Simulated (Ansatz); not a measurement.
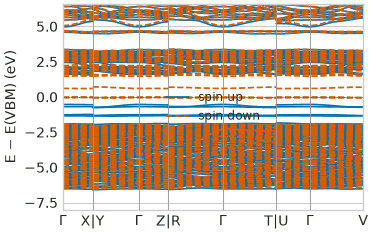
Fig. 1. Band structure from the program Ansatz at the PBE level (PAW)

The gap is 0.59 eV; an edge lies off the plotted path or next to a special point (maximum off the standard path, minimum at X).

The material is CoLi$_{7}$Nb$_{7}$O$_{24}$Ti in space group P1 (No. 1; Pearson symbol aP40).

The start of the workflow was typed in or built on a structure type; neither database checked (COD, Materials Project) lists it. Its standing as an ambient phase is unchecked. Symmetry was held in the PBE relaxation; its stability against distortions is not shown here. The final state is ferromagnetic, the only order run, not a proven ground state. No Hubbard U is applied. Scalar-relativistic: spin–orbit coupling is off unless named, which matters more the heavier the elements.

Potentials: the later of the program's two PAW sets.
